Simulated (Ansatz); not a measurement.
# ZrC (Fm-3m): thermal expansion from first principles, part 3 of 3

Wanted: α(T), C_P(T) and B(T) of ZrC in the quasi-harmonic approximation.

Ansatz 0.2.0; DFT PBE, scalar-relativistic, plane waves, PAW.

So far, principal linear expansion coefficients at 298 K (× 1e-6/K): step 6 (phonons on strained cells, q-mesh 2×2×2) 6.55. The relaxed cell has a = 4.709 Å (conventional setting).

The database entry behind the starting cell differs from later determinations by our own check (an axis about 0.7 % long against later determinations), so it need not match the best structure at ambient conditions.

## (7) Phonons on strained cells, q-mesh 4×4×4

Thermal expansion follows from how the free energy of the vibrations (and of the electrons in a metal) changes with strain, so the program makes strained cells, their phonons and a fit in one run.

File input.yaml:

```yaml
crystal:
  lattice:
    - [0.0, 2.3543319258, 2.3543319258]
    - [2.3543319258, 0.0, 2.3543319258]
    - [2.3543319258, 2.3543319258, 0.0]
  atoms:
    - { symbol: Zr, position: [0.5, 0.5, 0.5] }
    - { symbol: C, position: [0.0, 0.0, 0.0] }
kpoints:
  mp_grid: { grid: [16, 16, 16] }
hamiltonian:
  xc: pbe
scf:
  occupations: { method: methfessel_paxton, width: 0.2 }
output:
  eigenvalues: true
phonons:
  method: dfpt
  qmesh: [4, 4, 4]
  temperatures: { t_max: 1200.0, t_step: 50 }
  thermal_expansion: {}
```

Command:

```sh
$ ansatz run input.yaml --threads 4 --pin off --max-ram 8192MiB --backend cpu --events-out ev --progress --plain --runs-dir out
```

Numbers of over 12 decimals in the logs are rounded to 6 here.

The program printed:

```text
[...]
Crystal: 2 atoms, lattice volume = 26.100 Å³
Basis set: ecut = 487.2 eV, 609 PW (Γ), exchange–correlation on 48×48×48 points (8 copies of the dense FFT grid, shifted against one another)
Bands: 12, of which v1, the nominal top of the filled ones, is band 8 counted from 1 (7 counted from 0)
Symmetry: 48 space group operations
[...]
k-points: 145 of 4096
[...]
SCF iter   1: F=—  HF=-4436.498716 eV  |F-HF|=—  |Δ(HF+E_count)|=         —  Δρ=1.54e-3  dr2=6.26e-4  ethr=1.77e-3  ⟨swp⟩=5.0  Hψ=8669  notcnv=0
[...]
SCF iter   8: F=-4436.498325 eV  HF=-4436.498325 eV  |F-HF|=1.82e-12  |Δ(HF+E_count)|=  1.73e-11  S|Δr|=    0.00e0  Δρ=7.64e-8  dr2=7.46e-13  ethr=1.00e-12  ⟨swp⟩=5.6  Hψ=6755  notcnv=0
SCF 1 converged in 8 iterations: F = -4436.498325 eV  dr2 = 7.46e-13
[...]
relax step   1: F+E_penalty+E_count = -4436.49832463 eV  Δ(F+E_penalty+E_count) = +0.000e0 eV  max|allowed force component| = 6.738e-30 eV/Å  Δτ_max = 0.0000 Å  (8 SCF iters, accepted)
SCF converged after 8 iterations
[...]
Free energy (F): -4436.498325 eV
[...]
Internal energy: -4436.497949 eV  (E = F + TS)
E sigma→0 (E₀):  -4436.498231 eV
Entropy (-TS):   -0.000376 eV (-0.188 meV/atom)
Fermi energy:    14.770944 eV
[...]
--- Stress (GPa, compression-positive) ---
        0.007723      -0.000000      -0.000000
       -0.000000       0.007723       0.000000
       -0.000000      -0.000000       0.007723
  P = ⅓ Tr σ = 0.0077 GPa (0.077 kbar)
--- Band table (eV; the first three rows and the last of 145) ---
  k-point 0: bands = [... 4 lower, 3.4879, 15.7104, 15.7104, 15.7104, 15.8694, 15.8694, 15.8694, 17.5736]
  k-point 1: bands = [... 4 lower, 3.5764, 14.9714, 15.1698, 15.1698, 16.0817, 16.0817, 16.4038, 18.0847]
  k-point 2: bands = [... 4 lower, 3.8329, 14.0231, 14.3938, 14.3938, 16.3677, 16.3677, 16.8263, 19.1137]
  k-point 144: bands = [... 4 lower, 5.3380, 12.1506, 12.4377, 12.4377, 18.0468, 18.0468, 20.4103, 21.7738]
── thermal expansion: 3 new cells, 3 in all ──
thermal expansion: relaxation of cell 2
thermal expansion: relaxation of cell 3
── thermal expansion: 2 new cells, 5 in all ──
thermal expansion: relaxation of cell 4
thermal expansion: lower-state search of cell 4
thermal expansion: electrons of cell 4
thermal expansion: phonons of cell 4
thermal expansion: relaxation of cell 5
thermal expansion: electrons of cell 1
thermal expansion: electrons of cell 2
thermal expansion: electrons of cell 3
thermal expansion: electrons of cell 5
thermal expansion: phonons of cell 5
── thermal expansion: 5 new cells, 10 in all ──
thermal expansion: relaxation of cell 6
thermal expansion: relaxation of cell 7
thermal expansion: relaxation of cell 8
thermal expansion: relaxation of cell 9
thermal expansion: relaxation of cell 10
thermal expansion: electrons of cell 6
thermal expansion: electrons of cell 7
thermal expansion: electrons of cell 8
thermal expansion: electrons of cell 9
thermal expansion: electrons of cell 10
thermal expansion: phonons of cell 6
thermal expansion: phonons of cell 7
--- Relaxed structure (1 steps of the walk, 1 accepted, 0 SCFs on fresh bases) ---
  F+E_penalty+E_count = -4436.49832463 eV   max|allowed force component| = 6.738e-30 eV/Å
  atoms:
    - { symbol: Zr, position: [0.5, 0.5, 0.5] }
    - { symbol: C, position: [0.0, 0.0, 0.0] }
--- Thermal expansion: 10 cells in 3 rounds, 0 GPa ---
  no lower state was reached at cell 4; its state was not examined: fill_not_monotonic
  without vibrations: a 3.32956, b 3.32956, c 3.32956 Å, V 26.1003 Å³, B 222.05 GPa
  at 0 K: a 3.33600, b 3.33600, c 3.33600 Å, V 26.2519 Å³, B 218.09 GPa
  zero-point expansion: a +0.193, b +0.193, c +0.193, V +0.581 %
[...]
0.00    3.33600    3.33600    3.33600    26.2519 |    0.00    0.00    0.00    0.00 |   10.20 |     0.000     0.000 |   218.09   218.09
   150.00    3.33678    3.33678    3.33678    26.2704 |    3.83    3.83    3.83   11.48 |   15.80 |    22.709    22.641 |   216.78   217.43
   298.15    3.33938    3.33938    3.33938    26.3320 |    6.33    6.33    6.33   18.98 |       - |    38.702    38.339 |   213.42   215.44
   400.00    3.34168    3.34168    3.34168    26.3864 |    7.11    7.11    7.11   21.32 |   20.28 |    43.533    42.924 |   210.78   213.77
   550.00    3.34543    3.34543    3.34543    26.4752 |    7.77    7.77    7.77   23.31 |   21.60 |    47.198    46.213 |   206.67   211.08
   700.00    3.34944    3.34944    3.34944    26.5707 |    8.21    8.21    8.21   24.63 |   22.56 |    49.215    47.840 |   202.40   208.21
   850.00    3.35366    3.35366    3.35366    26.6712 |    8.57    8.57    8.57   25.71 |   23.35 |    50.577    48.790 |   197.97   205.22
  1000.00    3.35806    3.35806    3.35806    26.7763 |    8.90    8.90    8.90   26.71 |   24.04 |    51.652    49.426 |   193.40   202.11
  1150.00    3.36263    3.36263    3.36263    26.8858 |    9.24    9.24    9.24   27.71 |   24.69 |    52.600    49.901 |   188.69   198.89
  1200.00    3.36420    3.36420    3.36420    26.9234 |    9.35    9.35    9.35   28.06 |   24.90 |    52.903    50.038 |   187.08   197.79
[...]
vibrations' free energy: its fit passes through its cells
[...]
free energies summed between the sampled wave vectors
[...]
the FFT grids of the static calculations differ: 24 × 24 × 24, 25 × 25 × 25
```

It took 25 min on 4 threads of Arm Neoverse V2, shared host; peak memory 3.8 GiB.

Numbers from this step:

| Quantity | Value |
| --- | --- |
| volume expansion coefficient at 298 K | 18.98 1e-6/K |
| C_P at 298 K | 19.35 J/mol-atom/K |
| entropy at 298 K | 17.48 J/mol-atom/K |
| Grüneisen parameter at 298 K | 1.675 |
| principal linear expansion coefficients at 298 K | 6.325, 6.325, 6.325 1e-6/K |

Strained cells of the study; zero-point energy where phonons were solved; the pressures are stresses at a fixed cutoff and can carry an offset from the finite basis. Expansion cells, by row:

| cell | \|a\| (Å) | \|b\| (Å) | \|c\| (Å) | V (Å³/atom) | E - E_lowest (meV/atom) | pressure, compression positive (GPa) | gap (eV) | zero-point energy (meV/atom) |
| --- | --- | --- | --- | --- | --- | --- | --- | --- |
| 1 | 3.33 | 3.33 | 3.33 | 13.05 | 0 | -0.005 | - | - |
| 2 | 3.356 | 3.356 | 3.356 | 13.37 | 5.068 | -5.062 | - | - |
| 3 | 3.303 | 3.303 | 3.303 | 12.74 | 5.267 | 5.566 | - | - |
| 4 | 3.33 | 3.33 | 3.33 | 13.05 | 0 | -0.056 | - | 68.15 |
| 5 | 3.346 | 3.346 | 3.346 | 13.25 | 2.056 | -3.276 | - | 66.59 |
| 6 | 3.36 | 3.36 | 3.36 | 13.41 | 6.718 | -5.79 | - | 65.31 |
| 7 | 3.376 | 3.376 | 3.376 | 13.6 | 14.9 | -8.422 | - | 63.88 |
| 8 | 3.297 | 3.297 | 3.297 | 12.67 | 8.156 | 6.997 | - | - |
| 9 | 3.313 | 3.313 | 3.313 | 12.86 | 1.992 | 3.366 | - | - |
| 10 | 3.399 | 3.399 | 3.399 | 13.88 | 32.96 | -12.09 | - | - |

Quasi-harmonic; a, b, c are the run's own cell vectors. Expansion, by row:

| T (K) | a (Å) | b (Å) | c (Å) | alpha (deg) | beta (deg) | gamma (deg) | cell volume (Å³/cell) | alpha_a (1e-6/K) | alpha_b (1e-6/K) | alpha_c (1e-6/K) | alpha_V (1e-6/K) | C_P (J/mol-atom/K) | C_V (J/mol-atom/K) | S (J/mol-atom/K) | B_T (GPa) | B_S (GPa) | Grueneisen | extrapolation | fit error (1e-6/K) |
| --- | --- | --- | --- | --- | --- | --- | --- | --- | --- | --- | --- | --- | --- | --- | --- | --- | --- | --- | --- |
| 0 | 3.336 | 3.336 | 3.336 | 60 | 60 | 60 | 26.25 | 0 | 0 | 0 | 0 | 0 | 0 | 0 | 218.1 | 218.1 | - | 0 | 0 |
| 50 | 3.336 | 3.336 | 3.336 | 60 | 60 | 60 | 26.25 | 0.54 | 0.54 | 0.54 | 1.62 | 1.596 | 1.596 | 0.469 | 218 | 218.1 | 1.746 | 0 | 0 |
| 100 | 3.336 | 3.336 | 3.336 | 60 | 60 | 60 | 26.26 | 2.34 | 2.34 | 2.34 | 7.02 | 6.813 | 6.804 | 3.172 | 217.6 | 217.9 | 1.776 | 0 | 0 |
| 150 | 3.337 | 3.337 | 3.337 | 60 | 60 | 60 | 26.27 | 3.83 | 3.83 | 3.83 | 11.48 | 11.35 | 11.32 | 6.823 | 216.8 | 217.4 | 1.738 | 0 | 0 |
| 200 | 3.338 | 3.338 | 3.338 | 60 | 60 | 60 | 26.29 | 4.95 | 4.95 | 4.95 | 14.84 | 14.92 | 14.85 | 10.6 | 215.8 | 216.8 | 1.707 | 0 | 0 |
| 250 | 3.338 | 3.338 | 3.338 | 60 | 60 | 60 | 26.31 | 5.76 | 5.76 | 5.76 | 17.27 | 17.54 | 17.41 | 14.23 | 214.6 | 216.2 | 1.687 | 0 | 0 |
| 298.1 | 3.339 | 3.339 | 3.339 | 60 | 60 | 60 | 26.33 | 6.33 | 6.33 | 6.33 | 18.98 | 19.35 | 19.17 | 17.48 | 213.4 | 215.4 | 1.675 | 0 | 0 |
| 300 | 3.339 | 3.339 | 3.339 | 60 | 60 | 60 | 26.33 | 6.34 | 6.34 | 6.34 | 19.03 | 19.41 | 19.23 | 17.6 | 213.4 | 215.4 | 1.675 | 0 | 0 |
| 350 | 3.341 | 3.341 | 3.341 | 60 | 60 | 60 | 26.36 | 6.78 | 6.78 | 6.78 | 20.33 | 20.77 | 20.52 | 20.7 | 212.1 | 214.6 | 1.668 | 0 | 0 |
| 400 | 3.342 | 3.342 | 3.342 | 60 | 60 | 60 | 26.39 | 7.11 | 7.11 | 7.11 | 21.32 | 21.77 | 21.46 | 23.54 | 210.8 | 213.8 | 1.664 | 0 | 0.01 |
| 450 | 3.343 | 3.343 | 3.343 | 60 | 60 | 60 | 26.42 | 7.37 | 7.37 | 7.37 | 22.11 | 22.53 | 22.16 | 26.15 | 209.4 | 212.9 | 1.662 | 0 | 0.01 |
| 500 | 3.344 | 3.344 | 3.344 | 60 | 60 | 60 | 26.44 | 7.59 | 7.59 | 7.59 | 22.76 | 23.12 | 22.69 | 28.56 | 208.1 | 212 | 1.662 | 0 | 0.01 |
| 550 | 3.345 | 3.345 | 3.345 | 60 | 60 | 60 | 26.48 | 7.77 | 7.77 | 7.77 | 23.31 | 23.6 | 23.11 | 30.78 | 206.7 | 211.1 | 1.662 | 0 | 0.01 |
| 600 | 3.347 | 3.347 | 3.347 | 60 | 60 | 60 | 26.51 | 7.93 | 7.93 | 7.93 | 23.79 | 23.99 | 23.43 | 32.85 | 205.3 | 210.1 | 1.663 | 0 | 0.01 |
| 650 | 3.348 | 3.348 | 3.348 | 60 | 60 | 60 | 26.54 | 8.08 | 8.08 | 8.08 | 24.23 | 24.32 | 23.7 | 34.79 | 203.8 | 209.2 | 1.665 | 0 | 0.01 |
| 700 | 3.349 | 3.349 | 3.349 | 60 | 60 | 60 | 26.57 | 8.21 | 8.21 | 8.21 | 24.63 | 24.61 | 23.92 | 36.6 | 202.4 | 208.2 | 1.667 | 0 | 0.01 |
| 750 | 3.351 | 3.351 | 3.351 | 60 | 60 | 60 | 26.6 | 8.34 | 8.34 | 8.34 | 25.01 | 24.86 | 24.1 | 38.31 | 200.9 | 207.2 | 1.67 | 0 | 0.01 |
| 800 | 3.352 | 3.352 | 3.352 | 60 | 60 | 60 | 26.64 | 8.45 | 8.45 | 8.45 | 25.36 | 25.08 | 24.26 | 39.92 | 199.5 | 206.2 | 1.673 | 0 | 0.01 |
| 850 | 3.354 | 3.354 | 3.354 | 60 | 60 | 60 | 26.67 | 8.57 | 8.57 | 8.57 | 25.71 | 25.29 | 24.39 | 41.45 | 198 | 205.2 | 1.676 | 0 | 0.01 |
| 900 | 3.355 | 3.355 | 3.355 | 60 | 60 | 60 | 26.71 | 8.68 | 8.68 | 8.68 | 26.05 | 25.48 | 24.51 | 42.9 | 196.5 | 204.2 | 1.679 | 0 | 0.01 |
| 950 | 3.357 | 3.357 | 3.357 | 60 | 60 | 60 | 26.74 | 8.79 | 8.79 | 8.79 | 26.38 | 25.66 | 24.62 | 44.28 | 194.9 | 203.2 | 1.682 | 0 | 0.01 |
| 1000 | 3.358 | 3.358 | 3.358 | 60 | 60 | 60 | 26.78 | 8.9 | 8.9 | 8.9 | 26.71 | 25.83 | 24.71 | 45.6 | 193.4 | 202.1 | 1.685 | 0 | 0.01 |
| 1050 | 3.36 | 3.36 | 3.36 | 60 | 60 | 60 | 26.81 | 9.01 | 9.01 | 9.01 | 27.04 | 25.99 | 24.8 | 46.86 | 191.8 | 201.1 | 1.689 | 0 | 0.01 |
| 1100 | 3.361 | 3.361 | 3.361 | 60 | 60 | 60 | 26.85 | 9.13 | 9.13 | 9.13 | 27.38 | 26.15 | 24.88 | 48.08 | 190.3 | 200 | 1.693 | 0 | 0.01 |
| 1150 | 3.363 | 3.363 | 3.363 | 60 | 60 | 60 | 26.89 | 9.24 | 9.24 | 9.24 | 27.71 | 26.3 | 24.95 | 49.24 | 188.7 | 198.9 | 1.697 | 0 | 0.01 |
| 1200 | 3.364 | 3.364 | 3.364 | 60 | 60 | 60 | 26.92 | 9.35 | 9.35 | 9.35 | 28.06 | 26.45 | 25.02 | 50.37 | 187.1 | 197.8 | 1.701 | 0 | 0.02 |

Expansion coefficient against temperature; values in 1e-6/K:

| temperature (K) | volume | principal 1 |
| --- | --- | --- |
| 0 | 0 | 0 |
| 100 | 7.02 | 2.34 |
| 200 | 14.8 | 4.95 |
| 298 | 19.0 | 6.33 |
| 350 | 20.3 | 6.78 |
| 450 | 22.1 | 7.37 |
| 550 | 23.3 | 7.77 |
| 600 | 23.8 | 7.93 |
| 700 | 24.6 | 8.21 |
| 800 | 25.4 | 8.45 |
| 900 | 26.1 | 8.68 |
| 1000 | 26.7 | 8.9 |
| 1100 | 27.4 | 9.13 |
| 1200 | 28.1 | 9.35 |

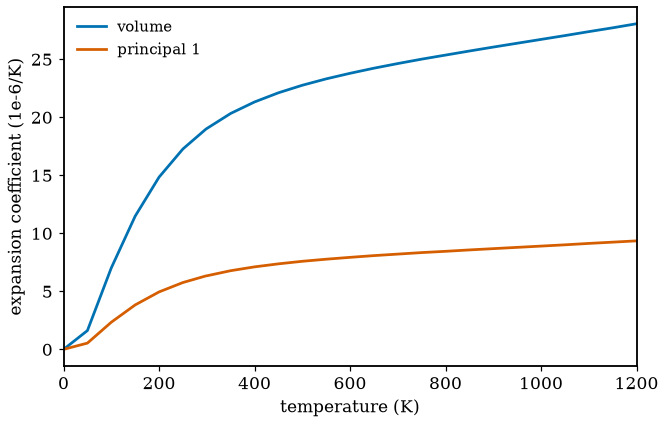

Expansion coefficient, plotted against temperature.

Changing the q-mesh (2×2×2 → 4×4×4) takes the volume expansion at 298 K from 19.7 to 19.0 × 10⁻⁶/K and B_T from 213 to 213 GPa.

## (8) Summary of results

```json
{
 "settings of these figures": "PBE, 487.2 eV, k 16×16×16, q 4×4×4",
 "volume expansion coefficient at 298 K": "18.98 1e-6/K",
 "C_P at 298 K": "19.35 J/mol-atom/K",
 "entropy at 298 K": "17.48 J/mol-atom/K",
 "isothermal bulk modulus at 298 K": "213.4 GPa",
 "Grüneisen parameter at 298 K": "1.675",
 "volume at 298 K": "13.17 Å³/atom",
 "principal linear expansion coefficients at 298 K": "6.325, 6.325, 6.325 1e-6/K"
}
```

What this shows: Near room temperature ZrC expands by 19.0 × 10⁻⁶/K in volume by PBE, with C_P = 19.4 J/(mol K) per mole of atoms and B_T = 213 GPa. C_P at room temperature is 78 % of the classical 3R an atom, so the stiffest modes are still partly frozen out. In this metal the study includes the electrons' free energy, which adds a term that grows with temperature, so the heat capacities need not level off at 3R. Changing the q-mesh moves the volume expansion at 298 K between 19.0 and 19.7 × 10⁻⁶/K, while the CPU time spans a factor of 5.9.

[Logs are printed without paths, hosts, clocks, repeated set-up lines and the standing remarks that a program may print on its own settings, such as how far it seeks lower states.]

[Hosts, paths, dates, database ids (printed as entryN), source tags and the programs' standing remarks are cut or masked in the printed files.]

[A step with changed settings may run another functional than the one named; its input shows which.]
